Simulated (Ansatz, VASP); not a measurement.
# ZnGe: VASP beside Ansatz, part 2 of 2

Aim: how closely do two programs agree when they are given the same cell, functional and k mesh? The cell is invented: As first built, before any earlier steps moved the atoms (in the runner's words): it takes the TiZn structure with some of its atoms replaced by other elements, volume scaled by an estimate. It may not be a known or stable phase. The cell is taken from a series of VASP runs on this material, whose earlier steps may have relaxed, scaled or displaced it; both programs get it as it stands. Valence electrons are named where the data sets of a main pair hold unlike numbers.

VASP 6.6.1 and Ansatz 0.2.0.

So far. Step 3 (VASP: band structure, PBEsol): At this level the cell is under a tension of 4.9 GPa, so at these settings it is away from equilibrium.

## (6) VASP: band structure, RPBE

Level of this step: RPBE; plane waves and PAW (Ge_d, Zn); invented cell (VASP).

The same cell, functional, mesh and smearing now go to VASP, with its own data sets.

File INCAR:

```
SYSTEM = ZnGe
PREC = Accurate
ENCUT = 410
EDIFF = 1E-06
NELM = 100
ISMEAR = 0
SIGMA = 0.02
LREAL = .FALSE.
ALGO = Normal
GGA = RP
LORBIT = 11
LWAVE = .FALSE.
LCHARG = .FALSE.
KPAR = 4
```

File POSCAR:

```
ZnGe
1.0
    3.2898053742      0.0000000000      0.0000000000
    0.0000000000      3.2898053742      0.0000000000
    0.0000000000      0.0000000000      3.2898053742
Ge Zn
1 1
Direct
    0.5000000000      0.5000000000      0.5000000000
    0.0000000000      0.0000000000      0.0000000000
```

File KPOINTS:

```
Automatic mesh
0
Gamma
4 4 4
0 0 0
```

File KPOINTS_OPT:

```
Line mode
16
Line-mode
Reciprocal
  0.00000000   0.00000000   0.00000000 GAMMA
  0.00000000   0.50000000   0.00000000 X

  0.00000000   0.50000000   0.00000000 X
  0.50000000   0.50000000   0.00000000 M

  0.50000000   0.50000000   0.00000000 M
  0.00000000   0.00000000   0.00000000 GAMMA

  0.00000000   0.00000000   0.00000000 GAMMA
  0.50000000   0.50000000   0.50000000 R

  0.50000000   0.50000000   0.50000000 R
  0.00000000   0.50000000   0.00000000 X

  0.50000000   0.50000000   0.00000000 M
  0.50000000   0.50000000   0.50000000 R
```

Potentials, in the order of the species: Ge_d and Zn (PBE family, release 64).

Started as:

```bash
$ mpirun -np 4 vasp_std
```

Numbers of over 12 decimals in the logs are rounded to 6 here.

The program printed:

```text
[banner, memory and clock lines left out]
running    4 mpi-ranks, on    1 nodes
[...]
[... a notice as in an earlier step ...]

 LDA part: xc-table for (Slater+PW92), standard interpolation
 POSCAR, INCAR and KPOINTS ok, starting setup
[...]
entering main loop
       N       E                     dE             d eps       ncg     rms          rms(c)
DAV:   1     0.112497109531E+03    0.11250E+03   -0.12370E+04   348   0.330E+03
DAV:   2     0.591862197027E+01   -0.10658E+03   -0.10539E+03   340   0.399E+02
DAV:   3    -0.447758411591E+01   -0.10396E+02   -0.10367E+02   391   0.108E+02
DAV:   4    -0.468873383505E+01   -0.21115E+00   -0.21108E+00   371   0.157E+01
[...]
DAV:  10    -0.454166357988E+01    0.24253E-04   -0.18904E-04   402   0.165E-01    0.134E-02
DAV:  11    -0.454166466410E+01   -0.10842E-05   -0.13363E-05   385   0.365E-02    0.790E-03
DAV:  12    -0.454166522044E+01   -0.55634E-06   -0.19328E-06   307   0.192E-02
   1 F= -.45416652E+01 E0= -.45406305E+01  d E =-.206938E-02
 Start KPOINTS_OPT (optional k-point list driver)
k-point batch [1-10\96]
       N       E                     dE             ncg
DAV:   1    -0.840194637402E+03   -0.24321E+04      340
DAV:   2    -0.202222518931E+04   -0.11820E+04      348
DAV:   3    -0.214467234869E+04   -0.12245E+03      346
DAV:   4    -0.214704703004E+04   -0.23747E+01      368
DAV:   5    -0.214707557621E+04   -0.28546E-01      355
DAV:   6    -0.214707626336E+04   -0.68716E-03      384
DAV:   7    -0.214707628815E+04   -0.24792E-04      357
DAV:   8    -0.214707628919E+04   -0.10332E-05      297
DAV:   9    -0.214707628926E+04   -0.74759E-07      189
[...]
k-point batch [91-96\96]
       N       E                     dE             ncg
DAV:   1     0.352846609490E+04   -0.70518E+04      213
DAV:   2     0.288685744400E+04   -0.64161E+03      204
DAV:   3     0.282792189969E+04   -0.58936E+02      228
DAV:   4     0.282673671764E+04   -0.11852E+01      240
DAV:   5     0.282672219821E+04   -0.14519E-01      212
DAV:   6     0.282672189913E+04   -0.29908E-03      238
DAV:   7     0.282672189024E+04   -0.88929E-05      198
DAV:   8     0.282672188992E+04   -0.31454E-06      134
```

From OUTCAR (step 6):

```text
  Total        0.2504940      0.2504940      0.2504940     -0.0000000     -0.0000000      0.0000000
  in kB       11.2719060     11.2719060     11.2719060     -0.0000000     -0.0000000      0.0000000
  external PRESSURE =      11.2719060 kB  Pullay stress =       0.0000000 kB

  FREE ENERGIE OF THE ION-ELECTRON SYSTEM (eV)
  ---------------------------------------------------
  free  energy   TOTEN  =        -4.5416652204 eV

  energy  without entropy=       -4.5395958367  energy(sigma->0) =       -4.54063053

[... 3 parts as in an earlier step ...]

[... 1 further part left out ...]
[key lines of the parts left out:]
E-fermi :   4.3835
```

The run ends at a pressure of 1.13 GPa.

## (7) Comparison

The two programs side by side:

```csv
quantity,Ansatz,VASP,difference
pressure (GPa),1.54,1.13,+0.41
pressure without Ansatz's Pulay correction (GPa),1.46,1.13,+0.33
```

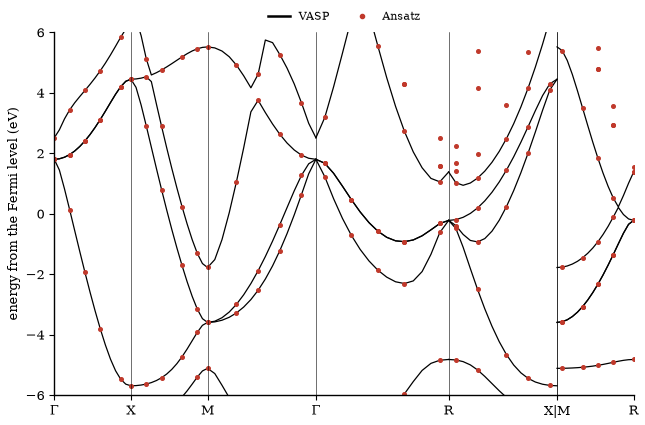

Bands from VASP (lines) and levels from Ansatz (dots). Dots without a line are higher empty bands that the VASP plot leaves out.

Levels from 3 eV below to 2 eV above the Fermi level differ by 3 meV r.m.s. and 5 meV at most; each VASP level is matched to the nearest of Ansatz, which flatters the figure a little. Ansatz's pressure holds a Pulay correction of 0.08 GPa; VASP's holds none.

## (8) Ansatz: band structure, PBE, spin-orbit coupling

A single point gives forces, pressure and levels at one fixed geometry, so differences don't come from the geometry; what else differs is listed under the comparison.

The cell is taken from a series of VASP runs on this material, whose earlier steps may have relaxed, scaled or displaced it; both programs get it as it stands.

File input.yaml:

```yaml
crystal:
  lattice:
    - [3.2898053742, 0.0, 0.0]
    - [0.0, 3.2898053742, 0.0]
    - [0.0, 0.0, 3.2898053742]
  atoms:
    - { symbol: Ge, position: [0.5, 0.5, 0.5] }
    - { symbol: Zn, position: [0.0, 0.0, 0.0] }
hamiltonian:
  xc: pbe
  pseudopotentials: { kind: paw_fr }
magnetization:
  noncollinear: true
  spin_orbit: true
kpoints:
  mp_grid: { grid: [5, 5, 5] }
  band_path:
    path:
      - [0.0, 0.0, 0.0]
      - [0.0, 0.1, 0.0]
      - [0.0, 0.2, 0.0]
      - [0.0, 0.3, 0.0]
      - [0.0, 0.43333, 0.0]
      - [0.0, 0.5, 0.0]
      - [0.1, 0.5, 0.0]
      - [0.2, 0.5, 0.0]
      - [0.33333, 0.5, 0.0]
      - [0.43333, 0.5, 0.0]
      - [0.5, 0.5, 0.0]
      - [0.36667, 0.36667, 0.0]
      - [0.26667, 0.26667, 0.0]
      - [0.16667, 0.16667, 0.0]
      - [0.06667, 0.06667, 0.0]
      - [0.03333, 0.03333, 0.03333]
      - [0.13333, 0.13333, 0.13333]
      - [0.23333, 0.23333, 0.23333]
      - [0.33333, 0.33333, 0.33333]
      - [0.46667, 0.46667, 0.46667]
      - [0.46667, 0.5, 0.46667]
      - [0.36667, 0.5, 0.36667]
      - [0.23333, 0.5, 0.23333]
      - [0.13333, 0.5, 0.13333]
      - [0.03333, 0.5, 0.03333]
      - [0.5, 0.5, 0.03333]
      - [0.5, 0.5, 0.16667]
      - [0.5, 0.5, 0.26667]
      - [0.5, 0.5, 0.36667]
      - [0.5, 0.5, 0.5]
    npoints: 1
scf:
  occupations: { method: gaussian, width: 0.02 }
  n_extra_bands: 14
output:
  forces: true
  stress: true
  eigenvalues: true
```

Started as:

```bash
$ ansatz run input.yaml --threads 2 --pin off --max-ram 4608MiB --backend cpu --events-out ev --progress --plain --runs-dir out
```

The program printed:

```text
[...]
non-collinear run that drives no moment, with spin-orbit: no starting moment large enough to seed its density (crystal.atoms[].spin), no starting occupations that ask for one, no magnetisation constraint and no magnetic field, so the semilocal B_xc is pinned to zero
Crystal: 2 atoms, lattice volume = 35.605 Å³
[...]
k-point 1: bands = [... 22 lower, 7.9783, 7.9783, 12.2411, 12.2411, 12.4232, 12.4232, 13.9537, 13.9537, ... 10 higher]
  k-point 2: bands = [... 22 lower, 4.7295, 4.7295, 13.7743, 13.7743, 13.9836, 13.9836, 15.4207, 15.4207, ... 10 higher]
  k-point 9: bands = [... 22 lower, 8.0038, 8.0038, 9.1790, 9.1790, 9.2715, 9.2715, 11.3978, 11.3978, ... 10 higher]
[key lines of the parts left out:]
SCF converged after 8 iterations
Magnetization: |M| = 0.0000 μB,  M = (+0.0000, +0.0000, +0.0000) μB
Free energy (F): -7613.491050 eV
Fermi energy:    10.195642 eV
P = ⅓ Tr σ = 0.3275 GPa (3.275 kbar)
```

It took 8 s on 2 threads of Arm Neoverse N1, shared host; peak memory 0.41 GiB.

## (9) VASP: band structure, PBE, spin-orbit coupling

The same cell, functional, mesh and smearing now go to VASP, with its own data sets.

Changes to INCAR since step 6:

```diff
@@ -9,3 +9,9 @@
 ALGO = Normal
-GGA = RP
+GGA = PE
+LNONCOLLINEAR = .TRUE.
+MAGMOM = 0 0 0 0 0 0
+NBANDS = 38
+GGA_COMPAT = .FALSE.
+LASPH = .TRUE.
+LSORBIT = .TRUE.
 LORBIT = 11
```

POSCAR is that of step 6.

File KPOINTS:

```
Automatic mesh
0
Gamma
5 5 5
0 0 0
```

KPOINTS_OPT is that of step 6.

Started as:

```bash
$ mpirun -np 4 vasp_ncl
```

The program printed:

```text
[banner, memory and clock lines left out]
running    4 mpi-ranks, on    1 nodes
[...]
LDA part: xc-table for (Slater+PW92), standard interpolation
 POSCAR, INCAR and KPOINTS ok, starting setup
[...]
entering main loop
       N       E                     dE             d eps       ncg     rms          rms(c)
DAV:   1     0.191505407674E+03    0.19151E+03   -0.10607E+04   942   0.294E+03
DAV:   2     0.267821821820E+02   -0.16472E+03   -0.15756E+03   760   0.620E+02
DAV:   3    -0.389269875850E+01   -0.30675E+02   -0.30270E+02   814   0.163E+02
DAV:   4    -0.511531043688E+01   -0.12226E+01   -0.12196E+01   886   0.381E+01
[...]
DAV:  10    -0.495012230833E+01    0.11682E-04   -0.19104E-04   826   0.149E-01    0.362E-02
DAV:  11    -0.495011830401E+01    0.40043E-05   -0.13467E-05   772   0.321E-02    0.119E-02
DAV:  12    -0.495011879195E+01   -0.48794E-06   -0.32918E-06   904   0.252E-02
   1 F= -.49501188E+01 E0= -.49490326E+01  d E =-.217245E-02  mag=     0.0000     0.0000     0.0000
 Start KPOINTS_OPT (optional k-point list driver)
k-point batch [1-10\96]
       N       E                     dE             ncg
DAV:   1    -0.144271996114E+03   -0.89534E+03      912
DAV:   2    -0.184264816829E+04   -0.16984E+04      760
DAV:   3    -0.216535038898E+04   -0.32270E+03      846
DAV:   4    -0.217916422817E+04   -0.13814E+02      856
DAV:   5    -0.217935746748E+04   -0.19324E+00      848
DAV:   6    -0.217936094382E+04   -0.34763E-02      842
DAV:   7    -0.217936104956E+04   -0.10574E-03      872
DAV:   8    -0.217936105403E+04   -0.44758E-05      790
DAV:   9    -0.217936105422E+04   -0.18471E-06      534
[...]
k-point batch [91-96\96]
       N       E                     dE             ncg
DAV:   1     0.373463230566E+04   -0.64718E+04      556
DAV:   2     0.282219692563E+04   -0.91244E+03      462
DAV:   3     0.265257913641E+04   -0.16962E+03      462
DAV:   4     0.264585021385E+04   -0.67289E+01      528
DAV:   5     0.264575196023E+04   -0.98254E-01      528
DAV:   6     0.264575020110E+04   -0.17591E-02      516
DAV:   7     0.264575015162E+04   -0.49471E-04      528
DAV:   8     0.264575014981E+04   -0.18183E-05      476
DAV:   9     0.264575014974E+04   -0.63885E-07      336
```

OUTCAR, selected parts (step 9):

```text
  Total        0.0076757      0.0076757      0.0076757     -0.0000000     -0.0000000     -0.0000000
  in kB        0.3453962      0.3453962      0.3453962     -0.0000000     -0.0000000     -0.0000000
  external PRESSURE =       0.3453962 kB  Pullay stress =       0.0000000 kB

 POSITION                                       TOTAL-FORCE (eV/Angst)
 -----------------------------------------------------------------------------------
      1.64490      1.64490      1.64490         0.000000      0.000000      0.000000
      0.00000      0.00000      0.00000         0.000000      0.000000      0.000000
 -----------------------------------------------------------------------------------
    total drift:                                0.000000     -0.000000     -0.000000

  FREE ENERGIE OF THE ION-ELECTRON SYSTEM (eV)
  ---------------------------------------------------
  free  energy   TOTEN  =        -4.9501187919 eV

  energy  without entropy=       -4.9479463445  energy(sigma->0) =       -4.94903257

 magnetization (x)
# of ion       s       p       d       tot
------------------------------------------
    1       -0.000   0.000  -0.000  -0.000
    2        0.000  -0.000   0.000   0.000
--------------------------------------------------
tot         -0.000  -0.000  -0.000  -0.000

 magnetization (y)
# of ion       s       p       d       tot
------------------------------------------
    1        0.000   0.000  -0.000  -0.000
    2        0.000  -0.000   0.000   0.000
--------------------------------------------------
tot          0.000  -0.000  -0.000   0.000

 magnetization (z)
# of ion       s       p       d       tot
------------------------------------------
    1       -0.000   0.000  -0.000  -0.000
    2        0.000  -0.000   0.000  -0.000
--------------------------------------------------
tot         -0.000  -0.000  -0.000  -0.000

[... 1 part as in an earlier step ...]

[... 2 further parts left out ...]
[key lines of the parts left out:]
E-fermi :   4.5196
```

The run ends at a pressure of 0.03 GPa.

## (10) Comparison

What differs besides the data sets and the points named for the pairs above, as far as they apply: spin-orbit coupling enters by fully relativistic files in Ansatz and inside the spheres in VASP. Total energies have different zeros and are not compared.

Both answers:

```
                                        quantity  Ansatz  VASP  difference
                                  pressure (GPa)    0.33  0.03       +0.29
pressure without Ansatz's Pulay correction (GPa)    0.26  0.03       +0.23
```

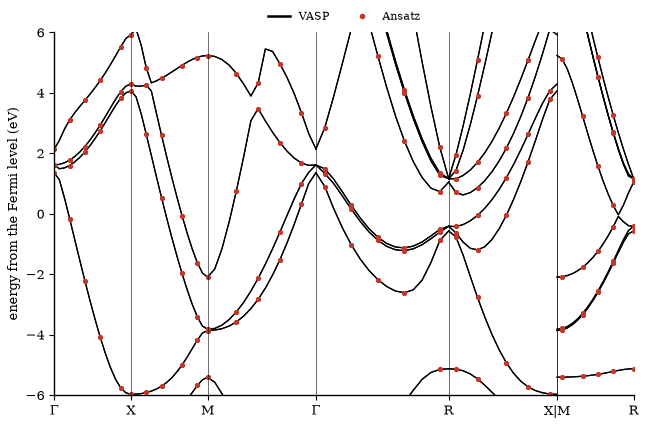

Bands from VASP (lines) and levels from Ansatz (dots). Dots without a line are higher empty bands that the VASP plot leaves out.

Levels from 3 eV below to 2 eV above the Fermi level differ by 3 meV r.m.s. and 6 meV at most; each VASP level is matched to the nearest of Ansatz, which flatters the figure a little. Ansatz's pressure holds a Pulay correction of 0.06 GPa; VASP's holds none.

## (11) Summary of results

```
r.m.s. difference of levels near the Fermi level (band structure, PBEsol)                   : 2.8 meV
r.m.s. difference of levels near the Fermi level (band structure, RPBE)                     : 2.6 meV
r.m.s. difference of levels near the Fermi level (band structure, PBE, spin-orbit coupling) : 2.9 meV
```

**Reading.** The r.m.s. difference of levels near the Fermi level is 2.9 meV (band structure, PBE, spin-orbit coupling), within the 80 meV picked in this series as the mark of a large difference. 3 further runs of this series are not shown here. Such differences can come from data sets, numerical settings and the points named under the comparisons, not from the functional's error against experiment.

[Lines on the potential files, build, host, timing and source positions are cut from VASP's logs without a mark.]

[Logs are printed without paths, hosts, clocks, repeated set-up lines and the standing remarks that a program may print on its own settings, such as how far it seeks lower states.]

[Hosts, paths, dates, database ids (printed as entryN), source tags and the programs' standing remarks are cut or masked in the printed files.]
